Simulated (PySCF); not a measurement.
# C₃H₅NOSi: NMR shifts at several levels of theory, part 2 of 2

PySCF 2.14.0. Atoms count from 0. The steps go on from the part before.

### Step 9. Shielding tensors: KT2/pcSseg-2

Job settings and geometry (Å):

```
{"job": {"kind": "nmr", "xc": "KT2", "basis": "pcSseg-2", "pop": false}, "charge": 0, "multiplicity": 1}
N     -2.601817     0.320680     0.429250
C     -1.753520     0.131628    -0.612837
O     -2.101606     0.073930    -1.771799
C     -0.348712     0.004914    -0.213506
C      0.829738    -0.107013     0.078623
Si     2.614076    -0.265117     0.480273
H     -3.591156     0.396694     0.230160
H     -2.278097     0.336268     1.385365
H      3.128374    -1.552883    -0.066419
H      2.791131    -0.243524     1.961132
H      3.352088     0.877669    -0.129145
```

With the program's defaults for keys left out, this is: GIAO KT2/pcSseg-2 NMR shielding, non-relativistic, gas phase.

Output:

```text
coarse grid: 10136 points
cycle   1  E = -543.2070166372  dE =  7.965e-01  |g| = 1.013e+00  |ddm| = 3.564e+00
cycle   2  E = -540.8670069524  dE =  2.340e+00  |g| = 2.970e+00  |ddm| = 5.672e+00
cycle   3  E = -543.2942335659  dE = -2.427e+00  |g| = 6.621e-01  |ddm| = 5.344e+00
cycle   4  E = -543.3733273284  dE = -7.909e-02  |g| = 4.054e-01  |ddm| = 7.239e-01
cycle   5  E = -543.3919327934  dE = -1.861e-02  |g| = 2.923e-01  |ddm| = 4.570e-01
cycle   6  E = -543.4135076600  dE = -2.157e-02  |g| = 5.282e-02  |ddm| = 2.634e-01
cycle   7  E = -543.4142014255  dE = -6.938e-04  |g| = 2.156e-02  |ddm| = 5.189e-02
cycle   8  E = -543.4143155886  dE = -1.142e-04  |g| = 4.949e-03  |ddm| = 2.486e-02
cycle   9  E = -543.4143225259  dE = -6.937e-06  |g| = 8.719e-04  |ddm| = 5.736e-03
final grid: 94616 points
cycle  10  E = -543.4453950017  dE = -3.662e-04  |g| = 1.466e-02  |ddm| = 5.016e-01
cycle  11  E = -543.4453336065  dE =  6.140e-05  |g| = 1.998e-02  |ddm| = 3.489e-02
cycle  12  E = -543.4454003389  dE = -6.673e-05  |g| = 1.154e-02  |ddm| = 2.339e-02
cycle  13  E = -543.4454259500  dE = -2.561e-05  |g| = 2.244e-03  |ddm| = 9.474e-03
cycle  14  E = -543.4454272557  dE = -1.306e-06  |g| = 6.629e-04  |ddm| = 2.873e-03
cycle  15  E = -543.4454273381  dE = -8.239e-08  |g| = 3.356e-04  |ddm| = 7.387e-04
cycle  16  E = -543.4454273591  dE = -2.104e-08  |g| = 1.922e-04  |ddm| = 4.229e-04
cycle  17  E = -543.4454273678  dE = -8.743e-09  |g| = 2.666e-05  |ddm| = 1.360e-04
cycle  18  E = -543.4454273680  dE = -1.780e-10  |g| = 4.911e-06  |ddm| = 2.464e-05
converged SCF energy = -543.4454273680

GIAO shielding tensors (ppm)
atom      isotropic    diamagn.    paramagn.     s11        s22        s33       span
  0 N      143.227     316.590    -173.364     50.051    145.659    233.970    183.919
  1 C       37.704     249.139    -211.435    -52.677     78.430     87.358    140.034
  2 O      -75.431     391.396    -466.828   -328.438   -188.799    290.943    619.381
  3 C       78.989     269.164    -190.175    -21.329     -3.867    262.163    283.492
  4 C      106.552     267.805    -161.254     30.495     45.397    243.762    213.266
  5 Si     448.957     880.089    -431.132    438.823    440.040    468.008     29.185
  6 H       26.572      28.590      -2.018     22.426     23.584     33.706     11.280
  7 H       26.065      32.041      -5.976     21.846     25.124     31.225      9.379
  8 H       26.783      28.176      -1.393     23.675     25.195     31.479      7.804
  9 H       26.932      28.380      -1.448     23.681     25.433     31.682      8.001
 10 H       26.779      28.222      -1.443     23.679     25.202     31.456      7.778
```

It took 76 s on 1 thread of Arm Neoverse N1, shared host; peak memory 0.92 GiB.

In short: δ C1 144.6, C3 103.3, C4 75.7, N0 116.9, H7 5.11, H6 4.61 ppm.

### Step 10. NMR shieldings: KT3/pcSseg-2

Settings changed since step 9:

```diff
@@ -1,2 +1,2 @@
-{"job": {"kind": "nmr", "xc": "KT2", "basis": "pcSseg-2", "pop": false}, "charge": 0, "multiplicity": 1}
+{"job": {"kind": "nmr", "xc": "KT3", "basis": "pcSseg-2", "pop": false}, "charge": 0, "multiplicity": 1}
 N     -2.601817     0.320680     0.429250
```

Method: GIAO KT3/pcSseg-2 NMR shielding, non-relativistic, gas phase.

Output:

```text
coarse grid: 10136 points
cycle   1  E = -542.6448196741  dE =  7.834e-01  |g| = 1.014e+00  |ddm| = 3.322e+00
cycle   2  E = -540.1360341379  dE =  2.509e+00  |g| = 3.014e+00  |ddm| = 7.653e+00
cycle   3  E = -542.7254124723  dE = -2.589e+00  |g| = 6.934e-01  |ddm| = 7.420e+00
cycle   4  E = -542.8170336065  dE = -9.162e-02  |g| = 3.893e-01  |ddm| = 7.211e-01
cycle   5  E = -542.8280492302  dE = -1.102e-02  |g| = 3.170e-01  |ddm| = 4.557e-01
cycle   6  E = -542.8534180425  dE = -2.537e-02  |g| = 5.528e-02  |ddm| = 2.701e-01
cycle   7  E = -542.8541386842  dE = -7.206e-04  |g| = 2.247e-02  |ddm| = 5.401e-02
cycle   8  E = -542.8542681382  dE = -1.295e-04  |g| = 4.307e-03  |ddm| = 2.484e-02
cycle   9  E = -542.8542734614  dE = -5.323e-06  |g| = 6.909e-04  |ddm| = 5.182e-03
final grid: 94616 points
cycle  10  E = -542.8784603527  dE = -3.377e-04  |g| = 1.498e-02  |ddm| = 4.091e-01
cycle  11  E = -542.8783181565  dE =  1.422e-04  |g| = 2.889e-02  |ddm| = 3.858e-02
cycle  12  E = -542.8784623552  dE = -1.442e-04  |g| = 1.053e-02  |ddm| = 3.467e-02
cycle  13  E = -542.8784851831  dE = -2.283e-05  |g| = 1.795e-03  |ddm| = 8.316e-03
cycle  14  E = -542.8784857963  dE = -6.132e-07  |g| = 9.115e-04  |ddm| = 1.897e-03
cycle  15  E = -542.8784859998  dE = -2.036e-07  |g| = 2.667e-04  |ddm| = 8.427e-04
cycle  16  E = -542.8784860180  dE = -1.814e-08  |g| = 6.417e-05  |ddm| = 2.474e-04
cycle  17  E = -542.8784860190  dE = -1.012e-09  |g| = 1.227e-05  |ddm| = 7.408e-05
cycle  18  E = -542.8784860190  dE = -3.615e-11  |g| = 4.167e-06  |ddm| = 1.675e-05
converged SCF energy = -542.8784860190

GIAO shielding tensors (ppm)
atom      isotropic    diamagn.    paramagn.     s11        s22        s33       span
  0 N      144.224     316.605    -172.381     51.955    147.487    233.230    181.275
  1 C       38.218     249.227    -211.009    -52.183     79.075     87.761    139.944
  2 O      -71.837     394.108    -465.945   -322.578   -187.470    294.538    617.116
  3 C       80.105     272.447    -192.342    -20.047     -2.817    263.179    283.226
  4 C      106.544     271.307    -164.762     30.749     45.371    243.513    212.763
  5 Si     452.286     879.395    -427.109    443.215    444.337    469.306     26.091
  6 H       26.709      27.992      -1.283     22.659     23.704     33.763     11.104
  7 H       26.193      32.283      -6.090     22.001     25.279     31.298      9.297
  8 H       27.121      28.581      -1.460     24.081     25.563     31.719      7.638
  9 H       27.264      28.817      -1.553     24.080     25.799     31.914      7.834
 10 H       27.117      28.644      -1.526     24.086     25.569     31.698      7.612
```

Run time: 73 s. Hardware: 1 thread of Arm Neoverse N1, shared host; peak memory 0.92 GiB.

This run: δ C1 143.1, C3 101.2, C4 74.8, N0 114.5, H7 5.16, H6 4.65 ppm.

### Step 11. Shielding tensors: B97-D/pcSseg-2

Settings changed since step 10:

```diff
@@ -1,2 +1,2 @@
-{"job": {"kind": "nmr", "xc": "KT3", "basis": "pcSseg-2", "pop": false}, "charge": 0, "multiplicity": 1}
+{"job": {"kind": "nmr", "xc": "B97-D", "basis": "pcSseg-2", "pop": false}, "charge": 0, "multiplicity": 1}
 N     -2.601817     0.320680     0.429250
```

Method: GIAO B97-D/pcSseg-2 NMR shielding, non-relativistic, gas phase.

Output:

```text
coarse grid: 10136 points
cycle   1  E = -536.4745878380  dE =  7.576e-01  |g| = 1.018e+00  |ddm| = 2.654e+00
cycle   2  E = -534.1001462878  dE =  2.374e+00  |g| = 3.013e+00  |ddm| = 7.506e+00
cycle   3  E = -536.5556182247  dE = -2.455e+00  |g| = 6.901e-01  |ddm| = 7.072e+00
cycle   4  E = -536.6444173730  dE = -8.880e-02  |g| = 3.945e-01  |ddm| = 7.316e-01
cycle   5  E = -536.6565160993  dE = -1.210e-02  |g| = 3.157e-01  |ddm| = 4.575e-01
cycle   6  E = -536.6811669056  dE = -2.465e-02  |g| = 5.740e-02  |ddm| = 2.758e-01
cycle   7  E = -536.6819336085  dE = -7.667e-04  |g| = 2.394e-02  |ddm| = 5.477e-02
cycle   8  E = -536.6820757402  dE = -1.421e-04  |g| = 4.284e-03  |ddm| = 2.836e-02
cycle   9  E = -536.6820808396  dE = -5.099e-06  |g| = 8.129e-04  |ddm| = 5.319e-03
final grid: 94616 points
cycle  10  E = -536.6850376332  dE = -1.108e-04  |g| = 9.149e-03  |ddm| = 1.831e-01
cycle  11  E = -536.6849431928  dE =  9.444e-05  |g| = 2.280e-02  |ddm| = 2.246e-02
cycle  12  E = -536.6850486106  dE = -1.054e-04  |g| = 4.222e-03  |ddm| = 1.860e-02
cycle  13  E = -536.6850517869  dE = -3.176e-06  |g| = 9.876e-04  |ddm| = 7.246e-03
cycle  14  E = -536.6850520487  dE = -2.618e-07  |g| = 3.628e-04  |ddm| = 1.811e-03
cycle  15  E = -536.6850520760  dE = -2.724e-08  |g| = 1.652e-04  |ddm| = 3.292e-04
cycle  16  E = -536.6850520821  dE = -6.113e-09  |g| = 6.006e-05  |ddm| = 1.489e-04
cycle  17  E = -536.6850520829  dE = -8.311e-10  |g| = 1.154e-05  |ddm| = 6.074e-05
converged SCF energy = -536.6850520829

GIAO shielding tensors (ppm)
atom      isotropic    diamagn.    paramagn.     s11        s22        s33       span
  0 N      139.283     318.393    -179.110     42.831    144.468    230.550    187.719
  1 C       30.257     252.038    -221.781    -62.472     68.433     84.810    147.282
  2 O      -86.053     396.173    -482.226   -356.262   -203.748    301.851    658.114
  3 C       73.320     263.990    -190.670    -30.143    -11.818    261.921    292.065
  4 C       99.421     264.380    -164.959     19.923     35.942    242.399    222.477
  5 Si     434.875     879.050    -444.175    426.197    427.206    451.221     25.024
  6 H       26.771      29.014      -2.242     22.829     23.761     33.724     10.895
  7 H       26.219      32.159      -5.940     22.194     25.488     30.976      8.782
  8 H       27.130      28.959      -1.829     24.128     25.596     31.665      7.537
  9 H       27.271      29.148      -1.877     24.122     25.829     31.862      7.740
 10 H       27.127      29.000      -1.874     24.134     25.602     31.644      7.510
```

Run time: 70 s. Hardware: 1 thread of Arm Neoverse N1, shared host; peak memory 0.92 GiB.

Key values: δ C1 148.8, C3 105.7, C4 79.6, N0 118.6, H7 5.18, H6 4.62 ppm.

### Step 12. Nuclear shieldings: B3LYP/pcSseg-2

Settings changed since step 11:

```diff
@@ -1,2 +1,2 @@
-{"job": {"kind": "nmr", "xc": "B97-D", "basis": "pcSseg-2", "pop": false}, "charge": 0, "multiplicity": 1}
+{"job": {"kind": "nmr", "xc": "B3LYP", "basis": "pcSseg-2", "pop": false}, "charge": 0, "multiplicity": 1}
 N     -2.601817     0.320680     0.429250
```

Level: GIAO B3LYP/pcSseg-2 NMR shielding, non-relativistic, gas phase.

Output:

```text
coarse grid: 10136 points
cycle   1  E = -536.7071592176  dE =  8.064e-01  |g| = 9.493e-01  |ddm| = 2.556e+00
cycle   2  E = -535.7997303842  dE =  9.074e-01  |g| = 2.256e+00  |ddm| = 4.328e+00
cycle   3  E = -536.8565741218  dE = -1.057e+00  |g| = 3.365e-01  |ddm| = 3.581e+00
cycle   4  E = -536.8781832433  dE = -2.161e-02  |g| = 1.541e-01  |ddm| = 3.786e-01
cycle   5  E = -536.8814162738  dE = -3.233e-03  |g| = 8.779e-02  |ddm| = 1.564e-01
cycle   6  E = -536.8832417620  dE = -1.825e-03  |g| = 2.094e-02  |ddm| = 9.298e-02
cycle   7  E = -536.8833422042  dE = -1.004e-04  |g| = 6.834e-03  |ddm| = 1.867e-02
cycle   8  E = -536.8833528234  dE = -1.062e-05  |g| = 1.300e-03  |ddm| = 8.625e-03
cycle   9  E = -536.8833532042  dE = -3.808e-07  |g| = 4.148e-04  |ddm| = 1.810e-03
final grid: 94616 points
cycle  10  E = -536.8922701226  dE = -3.392e-05  |g| = 5.176e-03  |ddm| = 5.033e-02
cycle  11  E = -536.8922575828  dE =  1.254e-05  |g| = 9.485e-03  |ddm| = 1.018e-02
cycle  12  E = -536.8922747740  dE = -1.719e-05  |g| = 1.885e-03  |ddm| = 6.123e-03
cycle  13  E = -536.8922754252  dE = -6.512e-07  |g| = 2.908e-04  |ddm| = 2.314e-03
cycle  14  E = -536.8922754358  dE = -1.058e-08  |g| = 1.647e-04  |ddm| = 3.867e-04
cycle  15  E = -536.8922754408  dE = -5.019e-09  |g| = 7.541e-05  |ddm| = 2.351e-04
cycle  16  E = -536.8922754422  dE = -1.353e-09  |g| = 1.997e-05  |ddm| = 6.834e-05
cycle  17  E = -536.8922754423  dE = -9.322e-11  |g| = 2.960e-06  |ddm| = 1.665e-05
converged SCF energy = -536.8922754423

GIAO shielding tensors (ppm)
atom      isotropic    diamagn.    paramagn.     s11        s22        s33       span
  0 N      138.800     317.683    -178.883     37.832    143.535    235.032    197.200
  1 C       22.314     249.718    -227.405    -79.012     59.958     85.996    165.008
  2 O     -106.212     395.320    -501.532   -394.845   -233.210    309.420    704.265
  3 C       69.530     263.128    -193.599    -39.121    -19.250    266.962    306.083
  4 C       94.126     264.251    -170.124     10.163     26.609    245.607    235.444
  5 Si     424.237     877.747    -453.510    416.420    417.309    438.983     22.563
  6 H       26.697      29.285      -2.588     22.840     23.436     33.816     10.976
  7 H       26.238      32.085      -5.847     22.157     25.562     30.995      8.838
  8 H       27.144      28.704      -1.560     24.114     25.577     31.742      7.628
  9 H       27.284      28.899      -1.616     24.109     25.811     31.932      7.823
 10 H       27.141      28.738      -1.597     24.119     25.582     31.721      7.602
```

Run time: 59 s. Hardware: 1 thread of Arm Neoverse N1, shared host; peak memory 1.1 GiB.

This run: δ C1 156.9, C3 109.7, C4 85.1, N0 119.7, H7 5.15, H6 4.69 ppm.

### Step 13. Run by run: NMR shifts

Shifts (ppm) of some atoms, chosen among heavy atoms and hydrogens apart, means over like atoms, with basis size and wall time:

```csv
run,C1,C4,H6,H8,N0,O2,Si5,functions,time
HF/pcSseg-2,162.7,90.8,4.95,4.03,100.7,411.2,-84.8,293,34 s
LDA/pcSseg-2,156.9,89.3,4.64,4.50,132.4,445.8,-108.4,293,61 s
PBE/pcSseg-2,152.1,83.5,4.61,4.34,124.3,428.4,-101.8,293,73 s
BLYP/pcSseg-2,152.9,82.2,4.59,4.28,123.6,428.5,-105.3,293,67 s
BP86/pcSseg-2,151.9,83.0,4.60,4.34,122.8,425.2,-101.0,293,71 s
OPBE/pcSseg-2,146.6,81.1,4.67,4.29,119.0,412.6,-91.8,293,78 s
KT2/pcSseg-2,144.6,75.7,4.61,4.35,116.9,399.8,-98.0,293,76 s
KT3/pcSseg-2,143.1,74.8,4.65,4.19,114.5,395.6,-94.0,293,73 s
B97-D/pcSseg-2,148.8,79.6,4.62,4.22,118.6,411.3,-98.3,293,70 s
B3LYP/pcSseg-2,156.9,85.1,4.69,4.20,119.7,432.1,-99.6,293,59 s
```

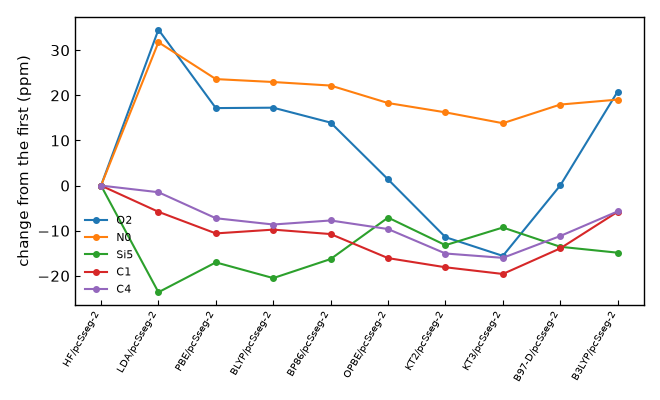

How five of the tabulated atoms move from run to run.

### Step 14. Summary of results

What follows sums up all 2 parts.

| quantity | value |
| --- | --- |
| point group | C1 |
| rotational constants (main isotopes) | 10.09, 1.06, 0.97 GHz |
| 13C shifts against TMS (HF/pcSseg-2) | 162.7, 107.1, 90.8 ppm |
| 1H shifts against TMS (HF/pcSseg-2, means over atoms taken as alike) | 5.16, 4.95, 4.03 ppm |
| 15N shifts against NH3 (HF/pcSseg-2) | 100.7 ppm |
| 17O shifts against H2O (HF/pcSseg-2) | 411.2 ppm |
| 29Si shifts against TMS (HF/pcSseg-2) | -84.8 ppm |
| range of the shift of O2 | 395.6 to 445.8 ppm |

What this shows: Single values in the summary come from the first sound run of each kind (HF/pcSseg-2), which need not be the best level. The start of the PBE0/def2-SVP relaxation was shaken at random by about 0.01 Å, so part of the energy gained, and of the first lengths quoted, undoes that. Relaxing lowered the energy by 0.186 eV in 7 steps; the close pair that moved most is C3–C4, from 1.173 to 1.219 Å. No frequency check was run at this level, so the end point may be a saddle. At HF/pcSseg-2: The largest span, 710 ppm, is at O2, where the paramagnetic term is -480 ppm. Across the 10 runs the shift of O2 moves most, between 395.6 (KT3/pcSseg-2) and 445.8 ppm (LDA/pcSseg-2).
